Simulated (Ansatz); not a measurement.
# H₃NO₂Si + H₂: a complex and its separated parts

Aim: how far the complex at one end of a reaction step lies below its separated, relaxed parts, level by level.

Method: PBE0-D4/def2-TZVP structures, single points in def2-TZVPP, no counterpoise correction; program: Ansatz 0.2.0, Gaussian basis.

Levels: SPW92, PBE-D4, BLYP-D4, r2SCAN-D4, B97M-V, PBE0-D4, B3LYP-D4, r2SCAN0-D4, BHLYP-D4, CAM-B3LYP-D4, wB97X-V, wB97M-V, B2PLYP, PBE-QIDH, RPA on PBE, Hartree-Fock, MP2, CCSD, CCSD(T).

Cores are frozen in the correlated methods. B3LYP uses VWN-RPA correlation. B2PLYP carries no dispersion term here.

56 further runs of the same task are left out: 56 set aside as unsound or not needed.

### 1 The starting structure

The complex: 9 atoms, charge 0, spin multiplicity 1.

Atoms are counted from 1 here; the program's logs count them from 0.

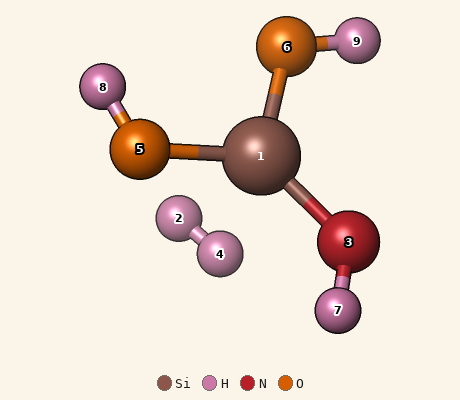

As it starts; silicon brown, hydrogen pink, nitrogen red, oxygen orange; atoms are numbered from 1 in the order of the file.

Geometry (Å):

```xyz
9
H5NO2Si
Si    0.60208   -0.00240    0.21707
H    -2.11322   -0.18856   -1.02996
N     1.01194    1.44139   -0.26593
H    -1.73015    0.43440   -1.19349
O     0.85742   -1.48177   -0.38828
O    -0.23240   -0.21525    1.59249
H     1.54454    1.63387   -1.09911
H     0.50158   -2.22165    0.11072
H    -0.44189    0.59996    2.05650
```

Its parts: H₃NO₂Si holds atoms 1, 3, 5, 6, 7, 8, 9; H₂ holds atoms 2, 4. Each part counts its atoms afresh in its own runs.

### 2 Relaxing H₃NO₂Si alone

File relax-a/in.yaml:

```yaml
crystal:
  periodic: [false, false, false]
  atoms:
    - {symbol: Si, position_ang: [0.602084, -0.002402, 0.217067]}
    - {symbol: N, position_ang: [1.011943, 1.441392, -0.265930]}
    - {symbol: O, position_ang: [0.857420, -1.481772, -0.388280]}
    - {symbol: O, position_ang: [-0.232402, -0.215254, 1.592490]}
    - {symbol: H, position_ang: [1.544536, 1.633872, -1.099110]}
    - {symbol: H, position_ang: [0.501578, -2.221645, 0.110719]}
    - {symbol: H, position_ang: [-0.441892, 0.599962, 2.056497]}
basis:
  gaussian: {orbitals: def2-TZVP}
hamiltonian: {xc: pbe0, dispersion: d4}
relax: {f_tol: 0.005, max_steps: 200}
```

Run with:

```bash
> ansatz run in.yaml --threads 4 --pin off --events-out ev --progress --plain --max-ram 9574MiB
```

The log of the run, shortened:

```text
Functional definition: PBE0
  name "PBE0"
  cite "Adamo & Barone, J. Chem. Phys. 110, 6158 (1999) doi:10.1063/1.478522"
  cite "Perdew, Burke & Ernzerhof, Phys. Rev. Lett. 77, 3865 (1996) doi:10.1103/PhysRevLett.77.3865"
  parent pbe
[...]
857 factors; their error is unknown
[...]
mean field -13505.88676476 eV, -496.3321839862 hartree, gradient 4.5e-5 eV, S^2 0.000000; 0 other end points of the search recorded, 0 dependent functions left out
[...]
reference -13505.88679017 eV, -496.3321849198 hartree; 20, 20 occupied and 128, 128 virtual orbitals, 857 factors
[...]
Total energy: -13505.99263963 eV, -496.3360748160 hartree
Atom 0 at     0.609838    -0.002453     0.220507 Å, force    -0.000628    -0.003304     0.001331 eV/Å
Atom 1 at     1.016747     1.441696    -0.262680 Å, force     0.000202     0.002485    -0.000120 eV/Å
Atom 2 at     0.857271    -1.482289    -0.387946 Å, force     0.000335     0.000362    -0.000547 eV/Å
Atom 3 at    -0.232576    -0.215362     1.591685 Å, force     0.000712     0.000484    -0.000310 eV/Å
Atom 4 at     1.538176     1.634551    -1.102885 Å, force     0.000097    -0.000335    -0.000356 eV/Å
Atom 5 at     0.498828    -2.221682     0.110040 Å, force    -0.000373     0.000387     0.000221 eV/Å
Atom 6 at    -0.445017     0.599693     2.054732 Å, force    -0.000346    -0.000079    -0.000218 eV/Å
Dipole moment:    -0.176052    -0.425920     0.236490 e Å
```

It took 28 s on 4 threads of Intel Xeon at 2.50GHz, shared host.

The steps of the relaxation:

```
step  energy from step 1 (eV)  largest force component (eV/Å)
   1                   0.0000                          0.0679
   2                  -0.0003                          0.0310
   3                  -0.0003                          0.0157
   4                  -0.0003                          0.0088
   5                  -0.0003                          0.0061
   6                  -0.0003                          0.0033
```

Close pairs (by a distance rule), those that changed most:

```
  bond  before (Å)  after (Å)  change (Å)
Si1–O4       1.623      1.623      +0.001
Si1–N2       1.577      1.576      -0.000
Si1–O3       1.619      1.619      +0.000
 O3–H6       0.961      0.961      +0.000
 N2–H5       1.007      1.007      +0.000
 O4–H7       0.961      0.961      +0.000
```

### 3 Relaxing H₂ alone

File relax-b/in.yaml:

```yaml
crystal:
  periodic: [false, false, false]
  atoms:
    - {symbol: H, position_ang: [-2.113219, -0.188556, -1.029959]}
    - {symbol: H, position_ang: [-1.730148, 0.434403, -1.193494]}
basis:
  gaussian: {orbitals: def2-TZVP}
hamiltonian: {xc: pbe0, dispersion: d4}
relax: {f_tol: 0.005, max_steps: 200}
```

Run with:

```bash
> ansatz run in.yaml --threads 4 --pin off --events-out ev --progress --plain --max-ram 9574MiB
```

The log of the run, shortened:

```text
[... 5 set-up lines as earlier in the session ...]
[...]
88 factors; their error is unknown
[...]
mean field -31.78846107 eV, -1.1682043972 hartree, gradient 1.7e-5 eV, S^2 0.000000; 0 other end points of the search recorded, 0 dependent functions left out
[...]
reference -31.78866853 eV, -1.1682120212 hartree; 1, 1 occupied and 11, 11 virtual orbitals, 88 factors
Total energy: -31.79027509 eV, -1.1682710612 hartree
Atom 0 at    -2.112402    -0.187228    -1.030308 Å, force     0.001184     0.001925    -0.000505 eV/Å
Atom 1 at    -1.730965     0.433075    -1.193145 Å, force    -0.001184    -0.001925     0.000505 eV/Å
Dipole moment:    -0.000000    -0.000000    -0.000000 e Å
```

Wall time 0.41 s (4 threads of Intel Xeon at 2.50GHz, shared host).

Along the way:

```
step  energy from step 1 (eV)  largest force component (eV/Å)
   1                   0.0000                          0.0969
   2                  -0.0002                          0.0019
```

The bond:

```
 bond  before (Å)  after (Å)  change (Å)
H1–H2       0.749      0.746      -0.003
```

### 4 SPW92/def2-TZVPP

File parta/in.yaml:

```yaml
crystal:
  periodic: [false, false, false]
  atoms:
    - {symbol: Si, position_ang: [0.609838, -0.002453, 0.220507]}
    - {symbol: N, position_ang: [1.016747, 1.441696, -0.262680]}
    - {symbol: O, position_ang: [0.857271, -1.482289, -0.387946]}
    - {symbol: O, position_ang: [-0.232576, -0.215362, 1.591685]}
    - {symbol: H, position_ang: [1.538176, 1.634551, -1.102885]}
    - {symbol: H, position_ang: [0.498828, -2.221682, 0.110040]}
    - {symbol: H, position_ang: [-0.445017, 0.599693, 2.054732]}
basis:
  gaussian: {orbitals: def2-TZVPP}
hamiltonian: {xc: lda}
```

File partb/in.yaml:

```yaml
crystal:
  periodic: [false, false, false]
  atoms:
    - {symbol: H, position_ang: [-2.112402, -0.187228, -1.030308]}
    - {symbol: H, position_ang: [-1.730965, 0.433075, -1.193145]}
basis:
  gaussian: {orbitals: def2-TZVPP}
hamiltonian: {xc: lda}
```

One command serves all of them, each in its own folder.

Run with:

```bash
> ansatz run in.yaml --threads 4 --pin off --events-out ev --progress --plain --max-ram 9574MiB
```

Output in parta, shortened:

```text
Functional definition: SPW92
  name "SPW92"
  cite "Dirac, Proc. Camb. Phil. Soc. 26, 376 (1930) doi:10.1017/S0305004100016108"
  cite "Slater, Phys. Rev. 81, 385 (1951) doi:10.1103/PhysRev.81.385"
  cite "Perdew & Wang, Phys. Rev. B 45, 13244 (1992) doi:10.1103/PhysRevB.45.13244"
[...]
922 factors; their error is unknown
[...]
mean field -13442.66780881 eV, -494.0089302064 hartree, gradient 7.3e-5 eV, S^2 0.000000; 0 other end points of the search recorded, 0 dependent functions left out
reference -13442.66784119 eV, -494.0089313962 hartree; 20, 20 occupied and 157, 157 virtual orbitals, 922 factors
Total energy: -13442.66784119 eV, -494.0089313962 hartree
```

Output in partb, shortened:

```text
[... 5 set-up lines as earlier in the session ...]
[...]
118 factors; their error is unknown
[...]
mean field -30.93530799 eV, -1.1368515999 hartree, gradient 4.4e-5 eV, S^2 0.000000; 0 other end points of the search recorded, 0 dependent functions left out
reference -30.93532867 eV, -1.1368523598 hartree; 1, 1 occupied and 27, 27 virtual orbitals, 118 factors
Total energy: -30.93532867 eV, -1.1368523598 hartree
```

Wall times: 1.8 s (parta), 0.2 s (partb) on 4 threads of Intel Xeon at 2.50GHz, shared host.

### 5 PBE-D4/def2-TZVPP

The same edit goes into each in.yaml of step 4 (parta, partb):

```diff
-hamiltonian: {xc: lda}
+hamiltonian: {xc: pbe, dispersion: d4}
```

Each run has its own folder and the same command.

Run with:

```bash
> ansatz run in.yaml --threads 4 --pin off --events-out ev --progress --plain --max-ram 9574MiB
```

Output in parta, shortened:

```text
Functional definition: PBE
  name "PBE"
[... 2 set-up lines as earlier in the session ...]
[...]
922 factors; their error is unknown
[...]
mean field -13505.36079732 eV, -496.3128550392 hartree, gradient 5.1e-5 eV, S^2 0.000000; 0 other end points of the search recorded, 0 dependent functions left out
reference -13505.36083204 eV, -496.3128563153 hartree; 20, 20 occupied and 157, 157 virtual orbitals, 922 factors
Total energy: -13505.48771689 eV, -496.3175192475 hartree
```

partb printed, shortened:

```text
[... 4 set-up lines as earlier in the session ...]
[...]
118 factors; their error is unknown
[...]
mean field -31.73222482 eV, -1.1661377532 hartree, gradient 3.1e-5 eV, S^2 0.000000; 0 other end points of the search recorded, 0 dependent functions left out
reference -31.73224649 eV, -1.1661385497 hartree; 1, 1 occupied and 27, 27 virtual orbitals, 118 factors
Total energy: -31.73426572 eV, -1.1662127551 hartree
```

They took 2.7 s (parta), 0.2 s (partb) on 4 threads of Intel Xeon at 2.50GHz, shared host.

### 6 BLYP-D4/def2-TZVPP

The same edit goes into each in.yaml of step 5 (parta, partb):

```diff
-hamiltonian: {xc: pbe, dispersion: d4}
+hamiltonian: {xc: {name: BLYP}, dispersion: d4}
```

Each run has its own folder and the same command.

Run with:

```bash
> ansatz run in.yaml --threads 4 --pin off --events-out ev --progress --plain --max-ram 9574MiB
```

Log of parta, shortened:

```text
Functional definition: BLYP
  name "BLYP"
  cite "Becke, Phys. Rev. A 38, 3098 (1988) doi:10.1103/PhysRevA.38.3098"
  cite "Lee, Yang & Parr, Phys. Rev. B 37, 785 (1988) doi:10.1103/PhysRevB.37.785"
[...]
922 factors; their error is unknown
[...]
mean field -13514.51541977 eV, -496.6492812091 hartree, gradient 3.9e-5 eV, S^2 0.000000; 0 other end points of the search recorded, 0 dependent functions left out
reference -13514.51571638 eV, -496.6492921092 hartree; 20, 20 occupied and 157, 157 virtual orbitals, 922 factors
Total energy: -13514.80162401 eV, -496.6597990207 hartree
```

Output in partb, shortened:

```text
[... 4 set-up lines as earlier in the session ...]
[...]
118 factors; their error is unknown
[...]
mean field -31.82604692 eV, -1.1695856519 hartree, gradient 8.3e-5 eV, S^2 0.000000; 0 other end points of the search recorded, 0 dependent functions left out
reference -31.82623935 eV, -1.1695927233 hartree; 1, 1 occupied and 27, 27 virtual orbitals, 118 factors
Total energy: -31.83113726 eV, -1.1697727184 hartree
```

They took 2.9 s (parta), 0.21 s (partb) on 4 threads of Intel Xeon at 2.50GHz, shared host.

### 7 r2SCAN-D4/def2-TZVPP

The same edit goes into each in.yaml of step 6 (parta, partb):

```diff
-hamiltonian: {xc: {name: BLYP}, dispersion: d4}
+hamiltonian: {xc: r2scan, dispersion: d4}
```

Each run has its own folder and the same command.

Run with:

```bash
> ansatz run in.yaml --threads 4 --pin off --events-out ev --progress --plain --max-ram 9574MiB
```

parta printed, shortened:

```text
Functional definition: r2SCAN
  name "r2SCAN"
  cite "Furness, Kaplan, Ning, Perdew & Sun, J. Phys. Chem. Lett. 11, 8208 (2020) doi:10.1021/acs.jpclett.0c02405"
  cite "Furness, Kaplan, Ning, Perdew & Sun, J. Phys. Chem. Lett. 11, 9248 (2020) doi:10.1021/acs.jpclett.0c03077"
  parent r2scan
[...]
922 factors; their error is unknown
[...]
mean field -13512.01776575 eV, -496.5574941167 hartree, gradient 2.7e-5 eV, S^2 0.000000; 0 other end points of the search recorded, 0 dependent functions left out
reference -13512.01777599 eV, -496.5574944931 hartree; 20, 20 occupied and 157, 157 virtual orbitals, 922 factors
Total energy: -13512.04698821 eV, -496.5585680224 hartree
```

Output in partb, shortened:

```text
[... 5 set-up lines as earlier in the session ...]
[...]
118 factors; their error is unknown
[...]
mean field -31.87204748 eV, -1.1712761411 hartree, gradient 4.1e-5 eV, S^2 0.000000; 0 other end points of the search recorded, 0 dependent functions left out
reference -31.87205409 eV, -1.1712763843 hartree; 1, 1 occupied and 27, 27 virtual orbitals, 118 factors
Total energy: -31.87255548 eV, -1.1712948098 hartree
```

Wall times: 3.7 s (parta), 0.56 s (partb) on 4 threads of Intel Xeon at 2.50GHz, shared host.

### 8 B97M-V/def2-TZVPP

Each input of step 7 (parta, partb) changes in the same lines:

```diff
-hamiltonian: {xc: r2scan, dispersion: d4}
+hamiltonian: {xc: {name: B97M-V}}
```

The same command starts each run, in its folder.

Run with:

```bash
> ansatz run in.yaml --threads 4 --pin off --events-out ev --progress --plain --max-ram 9574MiB
```

Log of parta, shortened:

```text
Functional definition: B97M-V
  name "B97M-V"
  cite "Mardirossian & Head-Gordon, J. Chem. Phys. 142, 074111 (2015) doi:10.1063/1.4907719"
  cite "Becke, J. Chem. Phys. 107, 8554 (1997) doi:10.1063/1.475007"
  cite "Vydrov & Van Voorhis, J. Chem. Phys. 133, 244103 (2010) doi:10.1063/1.3521275"
  # Of w^i u^j: cxij and so on, Table III.
[...]
  gx(w, u) = cx00 + cx01*u + cx02*u^2 + (cx10 + cx11*u)*w
[...]
  gos(w, u) = cos00 + cos01*u + cos03*u^3 + cos10*w + cos32*w^3*u^2
[...]
      + integral(e_c_pw_mod_opposite_spin*gos(b97_w_opposite, b97_u_opposite)) + vv10(b, c)
922 factors; their error is unknown
[...]
mean field -13511.92352473 eV, -496.5540308232 hartree, gradient 3.7e-5 eV, S^2 0.000000; 0 other end points of the search recorded, 0 dependent functions left out
reference -13511.92357614 eV, -496.5540327123 hartree; 20, 20 occupied and 157, 157 virtual orbitals, 922 factors
Total energy: -13511.92357614 eV, -496.5540327123 hartree
```

Log of partb, shortened:

```text
[... 5 set-up lines as earlier in the session ...]
  # Of w^i u^j: cxij and so on, Table III.
[...]
  gx(w, u) = cx00 + cx01*u + cx02*u^2 + (cx10 + cx11*u)*w
  gss(w, u) = css00 + css02*u^2 + css10*w + (css32*w^3 + css42*w^4)*u^2
  gos(w, u) = cos00 + cos01*u + cos03*u^3 + cos10*w + cos32*w^3*u^2
[...]
      + integral(e_c_pw_mod_opposite_spin*gos(b97_w_opposite, b97_u_opposite)) + vv10(b, c)
118 factors; their error is unknown
[...]
mean field -31.90528340 eV, -1.1724975388 hartree, gradient 8.2e-6 eV, S^2 0.000000; 0 other end points of the search recorded, 0 dependent functions left out
reference -31.90531308 eV, -1.1724986297 hartree; 1, 1 occupied and 27, 27 virtual orbitals, 118 factors
Total energy: -31.90531308 eV, -1.1724986297 hartree
```

Wall times: 6.5 s (parta), 0.41 s (partb) on 4 threads of Intel Xeon at 2.50GHz, shared host.

### 9 PBE0-D4/def2-TZVPP

Each input of step 8 (parta, partb) changes in the same lines:

```diff
-hamiltonian: {xc: {name: B97M-V}}
+hamiltonian: {xc: pbe0, dispersion: d4}
+output: {orbitals: {seedname: orbitals}}
```

Each run has its own folder and the same command.

Run with:

```bash
> ansatz run in.yaml --threads 4 --pin off --events-out ev --progress --plain --max-ram 9574MiB
```

Log of parta, shortened:

```text
[... 5 set-up lines as earlier in the session ...]
[...]
925 factors; their error is unknown
[...]
mean field -13506.00077743 eV, -496.3363738744 hartree, gradient 2.5e-5 eV, S^2 0.000000; 0 other end points of the search recorded, 0 dependent functions left out
reference -13506.00080303 eV, -496.3363748150 hartree; 20, 20 occupied and 157, 157 virtual orbitals, 925 factors
Total energy: -13506.10631352 eV, -496.3402522543 hartree
```

Output in partb, shortened:

```text
[... 5 set-up lines as earlier in the session ...]
[...]
118 factors; their error is unknown
[...]
mean field -31.79610703 eV, -1.1684853812 hartree, gradient 5.5e-5 eV, S^2 0.000000; 0 other end points of the search recorded, 0 dependent functions left out
reference -31.79612302 eV, -1.1684859689 hartree; 1, 1 occupied and 27, 27 virtual orbitals, 118 factors
Total energy: -31.79772958 eV, -1.1685450089 hartree
```

Times: 3 s (parta), 0.26 s (partb) on 4 threads of Intel Xeon at 2.50GHz, shared host.

### 10 B3LYP-D4/def2-TZVPP

Each input of step 9 (parta, partb) changes in the same lines:

```diff
-hamiltonian: {xc: pbe0, dispersion: d4}
-output: {orbitals: {seedname: orbitals}}
+hamiltonian: {xc: {name: B3LYP}, dispersion: d4}
```

Each run has its own folder and the same command.

Run with:

```bash
> ansatz run in.yaml --threads 4 --pin off --events-out ev --progress --plain --max-ram 9574MiB
```

Output in parta, shortened:

```text
Functional definition: B3LYP
  name "B3LYP"
  cite "Stephens, Devlin, Chabalowski & Frisch, J. Phys. Chem. 98, 11623 (1994) doi:10.1021/j100096a001"
[... 2 set-up lines as earlier in the session ...]
  cite "Vosko, Wilk & Nusair, Can. J. Phys. 58, 1200 (1980) doi:10.1139/p80-159"
[...]
925 factors; their error is unknown
[...]
mean field -13516.03779414 eV, -496.7052274351 hartree, gradient 2.2e-5 eV, S^2 0.000000; 0 other end points of the search recorded, 0 dependent functions left out
reference -13516.03801230 eV, -496.7052354525 hartree; 20, 20 occupied and 157, 157 virtual orbitals, 925 factors
Total energy: -13516.24432860 eV, -496.7128174364 hartree
```

Log of partb, shortened:

```text
[... 6 set-up lines as earlier in the session ...]
[...]
118 factors; their error is unknown
[...]
mean field -32.10922560 eV, -1.1799922763 hartree, gradient 4.6e-5 eV, S^2 0.000000; 0 other end points of the search recorded, 0 dependent functions left out
reference -32.10936770 eV, -1.1799974985 hartree; 1, 1 occupied and 27, 27 virtual orbitals, 118 factors
Total energy: -32.11251880 eV, -1.1801132992 hartree
```

Times: 3.2 s (parta), 0.25 s (partb) on 4 threads of Intel Xeon at 2.50GHz, shared host.

### 11 r2SCAN0-D4/def2-TZVPP

Each input of step 10 (parta, partb) changes in the same lines:

```diff
-hamiltonian: {xc: {name: B3LYP}, dispersion: d4}
+hamiltonian: {xc: {name: r2SCAN0}, dispersion: d4}
```

Each run has its own folder and the same command.

Run with:

```bash
> ansatz run in.yaml --threads 4 --pin off --events-out ev --progress --plain --max-ram 9574MiB
```

Log of parta, shortened:

```text
Functional definition: r2SCAN0
  name "r2SCAN0"
  cite "Bursch, Neugebauer, Ehlert & Grimme, J. Chem. Phys. 156, 134105 (2022) doi:10.1063/5.0086040"
[... 3 set-up lines as earlier in the session ...]
[...]
925 factors; their error is unknown
[...]
mean field -13510.97875361 eV, -496.5193111248 hartree, gradient 3.5e-5 eV, S^2 0.000000; 0 other end points of the search recorded, 0 dependent functions left out
reference -13510.97876169 eV, -496.5193114217 hartree; 20, 20 occupied and 157, 157 virtual orbitals, 925 factors
Total energy: -13511.01312392 eV, -496.5205742103 hartree
```

partb printed, shortened:

```text
[... 6 set-up lines as earlier in the session ...]
[...]
118 factors; their error is unknown
[...]
mean field -31.85186434 eV, -1.1705344244 hartree, gradient 1.4e-5 eV, S^2 0.000000; 0 other end points of the search recorded, 0 dependent functions left out
reference -31.85186946 eV, -1.1705346127 hartree; 1, 1 occupied and 27, 27 virtual orbitals, 118 factors
Total energy: -31.85241084 eV, -1.1705545080 hartree
```

Wall times: 4.5 s (parta), 0.62 s (partb) on 4 threads of Intel Xeon at 2.50GHz, shared host.

### 12 BHLYP-D4/def2-TZVPP

The same edit goes into each in.yaml of step 11 (parta, partb):

```diff
-hamiltonian: {xc: {name: r2SCAN0}, dispersion: d4}
+hamiltonian: {xc: {name: BHLYP}, dispersion: d4}
```

The same command starts each run, in its folder.

Run with:

```bash
> ansatz run in.yaml --threads 4 --pin off --events-out ev --progress --plain --max-ram 9574MiB
```

Log of parta, shortened:

```text
Functional definition: BHLYP
  name "BHLYP"
  cite "Becke, J. Chem. Phys. 98, 1372 (1993) doi:10.1063/1.464304"
[... 2 set-up lines as earlier in the session ...]
[...]
1010 factors; their error is unknown
[...]
mean field -13512.58140211 eV, -496.5782073708 hartree, gradient 3.1e-5 eV, S^2 0.000000; 0 other end points of the search recorded, 0 dependent functions left out
reference -13512.58154876 eV, -496.5782127603 hartree; 20, 20 occupied and 157, 157 virtual orbitals, 1010 factors
Total energy: -13512.73543576 eV, -496.5838680030 hartree
```

Output in partb, shortened:

```text
[... 5 set-up lines as earlier in the session ...]
[...]
118 factors; their error is unknown
[...]
mean field -31.83804826 eV, -1.1700266930 hartree, gradient 5.6e-5 eV, S^2 0.000000; 0 other end points of the search recorded, 0 dependent functions left out
reference -31.83814383 eV, -1.1700302049 hartree; 1, 1 occupied and 27, 27 virtual orbitals, 118 factors
Total energy: -31.83988742 eV, -1.1700942809 hartree
```

Times: 3.6 s (parta), 0.25 s (partb) on 4 threads of Intel Xeon at 2.50GHz, shared host.

[end of part 1 of 2]
